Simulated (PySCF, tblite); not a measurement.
**C6H15NSi2: geometry, infrared bands and NMR shifts**

Wanted: the infrared bands and NMR shifts of C6H15NSi2 (`C=C/C(C)=N/[C@@H]([SiH3])C[SiH3]`), by calculation.

The runs use tblite 0.8.0 and PySCF 2.14.0, with density-fitted response routines of our own; the level of theory stands in each step. All values are computed, except where a source is named. Atoms are numbered from 0 throughout.

### 1 Starting geometry

24 atoms, charge 0, multiplicity 1; geometry from: force field or distance geometry start.

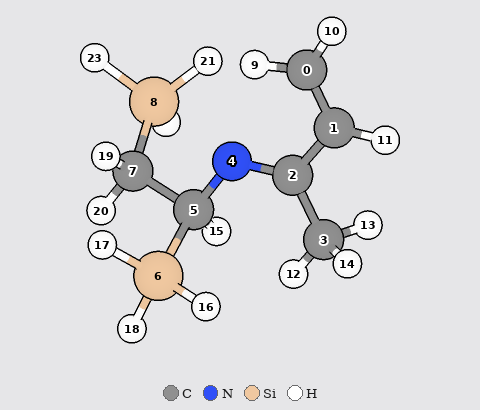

As it starts; carbon grey, nitrogen blue, silicon light orange, hydrogen white, atoms numbered.

### 2 Optimising the geometry with GFN2-xTB

What the job is given:

```
{"job": {"kind": "relax", "xc": "GFN2-xTB", "basis": "xTB"}, "charge": 0, "multiplicity": 1}
C      2.212800     1.671500     1.325800
C      1.892600     0.454800     1.745400
C      0.826700    -0.231600     1.008300
C      0.476000    -1.589400     1.477800
N      0.221800     0.335600     0.015400
C     -0.814900    -0.383400    -0.667700
Si    -2.456000    -0.349900     0.190600
C     -1.045700     0.414800    -1.955900
Si     0.449900     0.524900    -3.028900
H      1.617100     2.038600     0.471200
H      2.971400     2.279100     1.783700
H      2.391900    -0.025700     2.591500
H     -0.288300    -2.111900     0.912800
H      1.449300    -2.168600     1.367500
H      0.284000    -1.620600     2.589100
H     -0.582000    -1.397500    -0.972800
H     -2.398300    -0.687100     1.605700
H     -3.001500     1.009200    -0.037800
H     -3.346400    -1.330000    -0.456500
H     -1.445800     1.404000    -1.606900
H     -1.926100    -0.100800    -2.426200
H      1.635800     0.904100    -2.254200
H      0.657400    -0.662400    -3.852400
H      0.206800     1.642000    -3.984500
```

Command:

```console
> OMP_NUM_THREADS=1 python probes_run.py task.json out
```

One launch serves the whole session: the jobs run in the order shown.

Output:

```text
step      E/eV     max force
  0    -729.28673    2.647
  1    -729.54945    1.782
  2    -729.61883    0.999
  3    -729.66934    0.681
  4    -729.73901    0.617
  5    -729.76807    0.574
  6    -729.80015    0.462
  7    -729.81874    0.307
  8    -729.83387    0.262
  9    -729.84533    0.217
 10    -729.85453    0.208
 11    -729.86102    0.170
 12    -729.86634    0.201
 13    -729.87147    0.206
 14    -729.87670    0.193
 15    -729.88150    0.192
 16    -729.88532    0.129
 17    -729.88818    0.120
 18    -729.89048    0.110
 19    -729.89247    0.107
 20    -729.89415    0.106
 21    -729.89557    0.083
 22    -729.89685    0.074
 23    -729.89800    0.069
 24    -729.89890    0.066
 25    -729.89951    0.052
 26    -729.89995    0.044
 27    -729.90036    0.049
 28    -729.90083    0.046
 29    -729.90141    0.062
 30    -729.90216    0.063
 31    -729.90308    0.079
 32    -729.90400    0.072
 33    -729.90481    0.070
 34    -729.90558    0.062
 35    -729.90652    0.078
 36    -729.90779    0.083
 37    -729.90927    0.081
 38    -729.91061    0.075
 39    -729.91177    0.076
 40    -729.91306    0.095
 41    -729.91452    0.101
 42    -729.91579    0.075
 43    -729.91671    0.077
 44    -729.91751    0.071
 45    -729.91841    0.088
 46    -729.91940    0.083
 47    -729.92023    0.054
 48    -729.92079    0.049
 49    -729.92127    0.055
 50    -729.92182    0.073
 51    -729.92240    0.067
 52    -729.92298    0.046
 53    -729.92360    0.051
 54    -729.92437    0.076
 55    -729.92527    0.082
 56    -729.92613    0.063
 57    -729.92674    0.044
 58    -729.92720    0.045
 59    -729.92769    0.055
 60    -729.92833    0.066
 61    -729.92911    0.060
 62    -729.92990    0.060
 63    -729.93059    0.059
 64    -729.93111    0.077
 65    -729.93181    0.077
 66    -729.93256    0.064
 67    -729.93405    0.058
 68    -729.93452    0.059
 69    -729.93541    0.057
 70    -729.93589    0.044
 71    -729.93644    0.055
 72    -729.93692    0.051
 73    -729.93750    0.056
 74    -729.93811    0.060
 75    -729.93871    0.059
 76    -729.93919    0.049
 77    -729.93961    0.047
 78    -729.94005    0.046
 79    -729.94046    0.038
 80    -729.94068    0.030
 81    -729.94082    0.027
 82    -729.94094    0.028
 83    -729.94113    0.036
 84    -729.94134    0.035
 85    -729.94155    0.032
 86    -729.94172    0.031
 87    -729.94189    0.029
 88    -729.94208    0.033
 89    -729.94226    0.028
 90    -729.94240    0.023
 91    -729.94253    0.025
 92    -729.94271    0.030
 93    -729.94298    0.041
 94    -729.94330    0.043
 95    -729.94361    0.031
 96    -729.94388    0.037
 97    -729.94415    0.036
 98    -729.94443    0.043
 99    -729.94466    0.033
100    -729.94482    0.027
101    -729.94495    0.024
102    -729.94512    0.033
103    -729.94536    0.047
104    -729.94564    0.045
105    -729.94583    0.025
106    -729.94592    0.021
107    -729.94599    0.021
108    -729.94608    0.023
109    -729.94621    0.025
110    -729.94634    0.027
111    -729.94644    0.020
112    -729.94651    0.017
113    -729.94657    0.015
114    -729.94662    0.016
115    -729.94667    0.014
116    -729.94672    0.013
117    -729.94676    0.015
118    -729.94680    0.013
119    -729.94683    0.011
120    -729.94685    0.010
```

It took 2.1 s on 1 thread of Arm Neoverse N1, shared host; peak memory 0.18 GiB.

The steps of the relaxation: (not every step is listed)

```csv
step,energy from step 0 (eV),largest force (eV/Å)
0,0.0000,2.6467
1,-0.2627,1.7823
2,-0.3321,0.9987
3,-0.3826,0.6808
4,-0.4523,0.6166
5,-0.4813,0.5736
6,-0.5134,0.4617
7,-0.5320,0.3066
8,-0.5471,0.2617
18,-0.6037,0.1102
28,-0.6141,0.0464
38,-0.6239,0.0754
48,-0.6341,0.0494
58,-0.6405,0.0453
68,-0.6478,0.0592
78,-0.6533,0.0460
88,-0.6553,0.0329
98,-0.6577,0.0433
108,-0.6594,0.0229
115,-0.6599,0.0142
116,-0.6600,0.0132
117,-0.6600,0.0146
118,-0.6601,0.0127
119,-0.6601,0.0110
120,-0.6601,0.0102
```

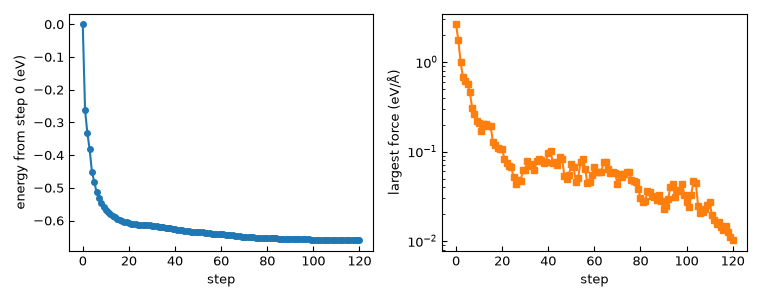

Energy and largest force along the relaxation.

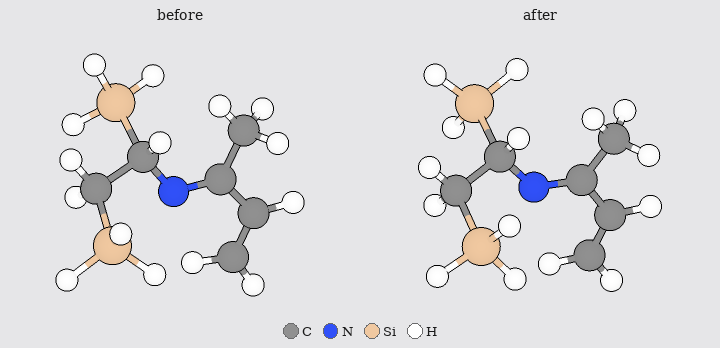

The geometry before (left) and after (right).

Distances of close pairs at the start and the end, largest changes first:

```csv
bond,before (Å),after (Å),change (Å)
C5–Si6,1.852,1.922,+0.070
C7–Si8,1.844,1.902,+0.058
C3–H13,1.138,1.089,-0.049
C3–H14,1.128,1.090,-0.038
C7–H19,1.123,1.091,-0.032
C7–H20,1.123,1.092,-0.032
C2–C3,1.479,1.509,+0.030
C0–H9,1.105,1.076,-0.029
```

The end geometry stands in the next job.

### 3 Harmonic vibrations with GFN2-xTB

What the job is given:

```
{"job": {"kind": "ir", "xc": "GFN2-xTB", "basis": "xTB"}, "charge": 0, "multiplicity": 1}
C      1.996540     1.801143     1.406072
C      1.780538     0.512223     1.639122
C      0.793303    -0.294848     0.921286
C      0.773678    -1.754943     1.303003
N      0.052635     0.289043     0.072884
C     -0.973717    -0.317010    -0.693230
Si    -2.594759    -0.158701     0.327029
C     -1.092192     0.425360    -2.025741
Si     0.551877     0.398108    -2.981616
H      1.429946     2.317683     0.651129
H      2.733129     2.365861     1.951532
H      2.351326    -0.012230     2.394799
H      0.187550    -2.349699     0.607489
H      1.790490    -2.143651     1.332142
H      0.340130    -1.862661     2.297140
H     -0.789667    -1.384215    -0.903690
H     -2.476705    -0.977813     1.535233
H     -2.785810     1.243477     0.686446
H     -3.698995    -0.645484    -0.503873
H     -1.383753     1.458236    -1.831991
H     -1.889498    -0.026675    -2.618734
H      1.609249     1.055941    -2.219168
H      0.926163    -0.997867    -3.239875
H      0.356807     1.078488    -4.266367
```

Output:

```text
mode    cm-1     km/mol
  1     -14.2      0.62
  2      34.4      0.34
  3      46.1      0.11
  4      70.6      1.48
  5     105.0      0.54
  6     108.0      0.05
  7     115.0      0.09
  8     135.8      0.53
  9     159.7      1.06
 10     223.9      2.62
 11     289.3      2.00
 12     312.1      5.24
 13     362.0      3.08
 14     447.5      6.39
 15     472.0     17.77
 16     505.2     23.85
 17     510.0      6.30
 18     533.9      8.48
 19     565.8     92.71
 20     592.6     37.73
 21     661.5      1.35
 22     736.9      6.89
 23     753.0      7.90
 24     764.8    113.69
 25     775.1    119.42
 26     778.4    508.36
 27     780.0    415.55
 28     790.3    202.40
 29     794.0    167.56
 30     800.9    106.50
 31     845.4     16.66
 32     892.4      9.61
 33     979.1      5.69
 34     992.7     29.45
 35    1001.1     11.14
 36    1017.4     21.84
 37    1057.7      7.87
 38    1110.4     26.76
 39    1121.9     45.86
 40    1205.1      8.88
 41    1212.9     45.96
 42    1247.1     21.29
 43    1307.5      2.49
 44    1327.3      8.79
 45    1380.6      7.32
 46    1386.0     19.06
 47    1465.4      0.92
 48    1475.3      3.27
 49    1481.2      4.70
 50    1637.9     13.08
 51    1700.2     44.19
 52    2223.2    303.76
 53    2235.7    306.39
 54    2251.5    338.98
 55    2258.4    297.69
 56    2294.5    202.38
 57    2299.1    304.13
 58    2792.6     97.16
 59    2964.7     61.46
 60    2982.8     27.74
 61    3001.8     21.09
 62    3017.6     17.83
 63    3046.2     21.32
 64    3054.6     47.24
 65    3107.5     15.52
 66    3143.7     38.57
```

Wall time 2.2 s (1 thread of Arm Neoverse N1, shared host); peak memory 0.18 GiB.

Which atoms move in the most intense modes:

```csv
cm⁻¹,km/mol,atoms
778,508.4,"H16 23 %, H22 16 %, H17 15 %"
780,415.6,"H16 38 %, H18 30 %, H17 16 %"
790,202.4,"H22 31 %, H23 17 %"
2223,303.8,H22 95 %
2236,306.4,H23 94 %
2252,339.0,H18 96 %
2258,297.7,H16 96 %
2299,304.1,H17 93 %
```

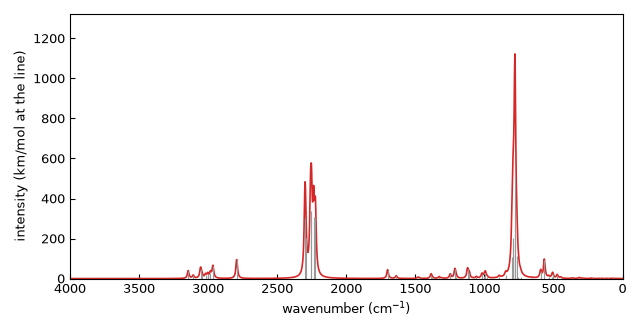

The infrared spectrum from these modes, unscaled. Lines are broadened to a width of 14 cm⁻¹ (Lorentzian).

### 4 NMR shieldings: PBE0/pcSseg-1

Settings changed since step 3:

```diff
@@ -1,2 +1,2 @@
-{"job": {"kind": "ir", "xc": "GFN2-xTB", "basis": "xTB"}, "charge": 0, "multiplicity": 1}
+{"job": {"kind": "nmr", "xc": "PBE0", "basis": "pcSseg-1"}, "charge": 0, "multiplicity": 1}
 C      1.996540     1.801143     1.406072
```

Method: GIAO PBE0/pcSseg-1 NMR shielding, non-relativistic, gas phase.

Output:

```text
coarse grid: 20128 points
cycle   1  E = -870.5755097700  dE =  7.751e-01  |g| = 4.742e-01  |ddm| = 4.363e+00
cycle   2  E = -870.5404776890  dE =  3.503e-02  |g| = 6.224e-01  |ddm| = 1.223e+00
cycle   3  E = -870.6284551399  dE = -8.798e-02  |g| = 1.607e-01  |ddm| = 8.140e-01
cycle   4  E = -870.6340348887  dE = -5.580e-03  |g| = 4.030e-02  |ddm| = 1.659e-01
cycle   5  E = -870.6344087935  dE = -3.739e-04  |g| = 9.387e-03  |ddm| = 4.560e-02
cycle   6  E = -870.6344283412  dE = -1.955e-05  |g| = 2.955e-03  |ddm| = 1.161e-02
cycle   7  E = -870.6344304415  dE = -2.100e-06  |g| = 5.154e-04  |ddm| = 3.197e-03
final grid: 182672 points
cycle   8  E = -870.6861909225  dE = -4.305e-05  |g| = 7.838e-03  |ddm| = 3.464e-02
cycle   9  E = -870.6861842514  dE =  6.671e-06  |g| = 9.344e-03  |ddm| = 1.910e-02
cycle  10  E = -870.6862065332  dE = -2.228e-05  |g| = 1.874e-03  |ddm| = 1.170e-02
cycle  11  E = -870.6862073676  dE = -8.344e-07  |g| = 3.843e-04  |ddm| = 2.070e-03
cycle  12  E = -870.6862073946  dE = -2.694e-08  |g| = 1.307e-04  |ddm| = 3.653e-04
cycle  13  E = -870.6862073984  dE = -3.879e-09  |g| = 4.652e-05  |ddm| = 1.322e-04
cycle  14  E = -870.6862073989  dE = -4.707e-10  |g| = 1.476e-05  |ddm| = 5.426e-05
converged SCF energy = -870.6862073989

GIAO shielding tensors (ppm)
atom      isotropic    diamagn.    paramagn.     s11        s22        s33       span
  0 C       58.923     254.718    -195.795    -52.918     52.397    177.289    230.208
  1 C       44.311     258.274    -213.962    -67.842     60.076    140.701    208.543
  2 C       23.923     257.323    -233.400    -77.426     20.798    128.398    205.824
  3 C      168.038     253.149     -85.110    149.746    170.814    183.555     33.809
  4 N     -100.224     337.782    -438.006   -434.408   -103.508    237.244    671.653
  5 C      137.927     252.944    -115.017    116.498    139.007    158.276     41.778
  6 Si     417.547     881.913    -464.367    386.038    399.479    467.122     81.084
  7 C      167.910     251.772     -83.862    150.058    165.001    188.671     38.612
  8 Si     420.000     880.157    -460.157    389.435    405.330    465.234     75.799
  9 H       24.840      34.007      -9.166     22.853     23.388     28.280      5.427
 10 H       26.106      27.748      -1.642     24.369     25.399     28.548      4.180
 11 H       25.383      32.144      -6.761     22.995     23.928     29.227      6.232
 12 H       29.283      33.759      -4.476     24.257     31.140     32.451      8.194
 13 H       30.061      31.112      -1.051     26.537     28.099     35.547      9.011
 14 H       30.048      31.192      -1.144     26.675     27.737     35.733      9.057
 15 H       28.016      35.828      -7.812     24.998     28.395     30.654      5.656
 16 H       27.996      30.999      -3.004     23.515     27.561     32.910      9.395
 17 H       28.038      30.777      -2.739     25.216     26.499     32.399      7.183
 18 H       27.845      30.308      -2.463     24.350     25.938     33.248      8.898
 19 H       30.114      32.552      -2.438     25.907     29.654     34.781      8.874
 20 H       30.570      31.075      -0.505     25.471     29.554     36.685     11.214
 21 H       27.883      30.382      -2.499     23.746     28.063     31.841      8.095
 22 H       28.182      29.943      -1.761     25.028     26.421     33.096      8.068
 23 H       27.844      28.691      -0.847     24.433     25.222     33.876      9.443
```

Wall time 1.7 min (1 thread of Arm Neoverse N1, shared host); peak memory 1.1 GiB.

Shifts follow as δ = σ(reference) − σ, with reference shieldings (ppm) from runs at the same level and on the same kind of geometry: 1H TMS 31.72, 13C TMS 186.9, 29Si TMS 349.2, 15N NH3 267.7. The references are single molecules in the gas phase, so shifts against H2O, NH3, PH3, H3PO4 or CFCl3 are not on the usual liquid scales and can be off by tens of ppm. Atoms listed in one row are averaged.

```csv
atoms,environment,σ (ppm),δ (ppm),δ scaled to CDCl3
C2,C=N carbon,23.9,163.0,157.2
C1,alkene CH,44.3,142.6,137.3
C0,terminal =CH2 carbon,58.9,128.0,123.0
C5,sp3 CH bonded to N and Si,137.9,49.0,45.9
C7,sp3 CH2 bonded to Si,167.9,19.0,16.6
C3,methyl carbon,168.0,18.9,16.5
H9,hydrogen on a terminal =CH2 carbon,24.84,6.88,6.59
H11,hydrogen on an alkene CH,25.38,6.33,6.08
H10,hydrogen on a terminal =CH2 carbon,26.11,5.61,5.40
"H16, H17, H18",hydrogen on a silicon bonded to C,27.96,3.76,–
"H21, H22, H23",hydrogen on a silicon bonded to C,27.97,3.75,–
H15,hydrogen on an sp3 CH bonded to N and Si,28.02,3.70,3.59
"H12, H13, H14",hydrogen on a methyl carbon,29.80,1.92,1.92
H19,hydrogen on an sp3 CH2 bonded to Si,30.11,1.60,1.62
H20,hydrogen on an sp3 CH2 bonded to Si,30.57,1.15,1.19
N4,imine nitrogen,-100.2,368.0,–
Si6,"silicon bonded to C, 3 H",417.5,-68.4,–
Si8,"silicon bonded to C, 3 H",420.0,-70.8,–
```

The scaled column applies a straight-line fit of computed shieldings to shifts measured in CDCl3 (root-mean-square error 0.16 ppm for H, 1.9 ppm for C).

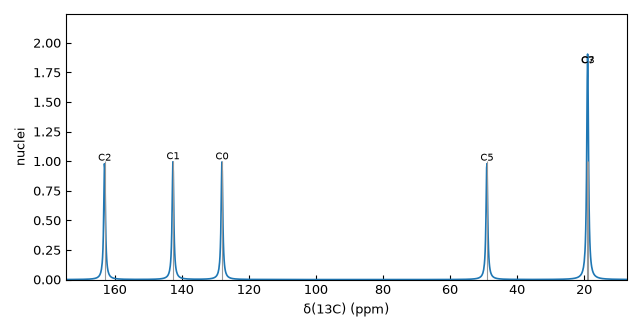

13C lines at the computed shifts, without couplings. Lines are broadened to a width of 0.58 ppm (Lorentzian).

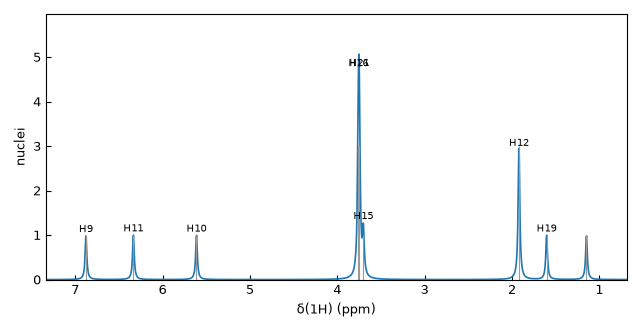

1H lines at the computed shifts, without couplings. Lines are broadened to a width of 0.02 ppm (Lorentzian).

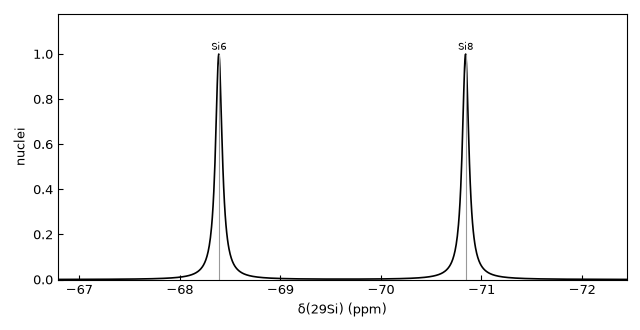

29Si lines at the computed shifts, without couplings. Lines are broadened to a width of 0.08 ppm (Lorentzian).

Charges from the same density, by scheme (e):

```csv
atoms,Mulliken,IAO,Hirshfeld,ESP fit
C0,-0.06,-0.27,-0.08,-0.31
C1,-0.24,-0.17,-0.06,-0.37
C2,0.04,0.16,0.09,0.65
C3,-0.20,-0.46,-0.12,-0.60
N4,-0.44,-0.30,-0.13,-0.48
C5,-0.36,-0.25,-0.07,0.01
Si6,0.53,0.60,0.31,0.26
C7,-0.44,-0.53,-0.16,-0.34
Si8,0.51,0.60,0.30,0.38
```

ESP fit charges:

C0 -0.31; C1 -0.37; C2 0.65; C3 -0.60; N4 -0.48; C5 0.01; Si6 0.26; C7 -0.34; Si8 0.38; H9 0.16; H10 0.18; H11 0.18; H12 0.15; H13 0.16; H14 0.16; H15 0.09; H16 -0.07; H17 -0.05; H18 -0.08; H19 0.13; H20 0.11; H21 -0.08; H22 -0.11; H23 -0.11

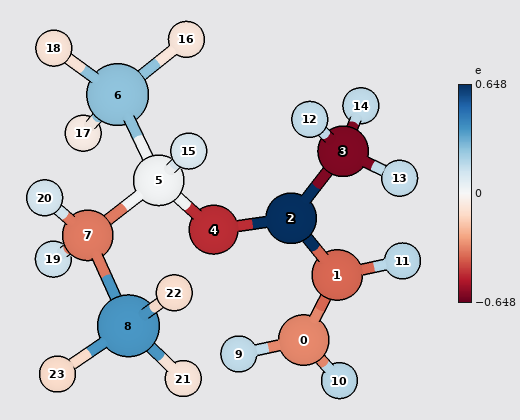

ESP fit charges, as colours on the atoms.

Mayer bond orders: C0–C1 1.96, C1–C2 1.03, C2–C3 1.02, C2–N4 1.89, N4–C5 0.97, C5–Si6 0.85, C5–C7 1.02, C7–Si8 0.91.

### 5 What came out

| quantity | value |
| --- | --- |
| strongest single infrared mode (GFN2-xTB) | 778 cm⁻¹, 508 km/mol |
| zero-point energy (GFN2-xTB) | 114.0 kcal/mol |
| 13C shifts against TMS (PBE0/pcSseg-1) | 163.0, 142.6, 128.0, 49.0, 19.0, 18.9 ppm |
| 1H shifts against TMS (PBE0/pcSseg-1, means over atoms taken as alike) | 6.88, 6.33, 5.61, 3.76, 3.75, 3.70, 1.92, 1.60, 1.15 ppm |
| 15N shifts against NH3 (PBE0/pcSseg-1) | 368.0 ppm |
| 29Si shifts against TMS (PBE0/pcSseg-1) | -68.4, -70.8 ppm |

What this shows: Relaxing lowered the energy by 0.660 eV in 120 steps; the close pair that moved most is C5–Si6, from 1.852 to 1.922 Å. The lowest mode is slightly imaginary (14i cm⁻¹), a soft motion within the noise of the Hessian, so the minimum is not strictly shown. Unscaled tight-binding wavenumbers are off by several per cent, some by more. Its intensities can rank the bands wrongly. At PBE0/pcSseg-1: Shielding is most anisotropic at N4 (span 672 ppm, paramagnetic term -438 ppm).
